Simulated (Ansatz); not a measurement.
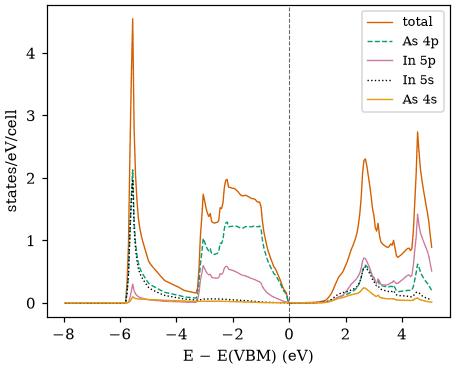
*Total and projected density of states of InAs (zinc blende, F-43m), DFT-r²SCAN in the program Ansatz with PAW potentials*

**Question.** Which orbitals carry the states next to the gap?

**Answer.** Top 1 eV of the valence band: As 4p 80 %, In 5p 17 %. Bottom 1 eV of the conduction band: In 5s 42 %, As 4p 27 %, As 4s 23 %, In 5p 7 %. Projections are on Löwdin-orthogonalised atomic valence shells; empty p or d shells of many metals are not among them.

**Question.** Where is the tallest occupied peak in this window, and what makes it?

**Answer.** Near -5.5 eV, about 4.5 states/eV per cell; the largest projected share is As 4p.

Symmetry was held in the r²SCAN relaxation; phonons on a q-mesh show no instability. Spin–orbit coupling is left out wherever it is not named.

Potentials: the later of the program's two PAW sets.
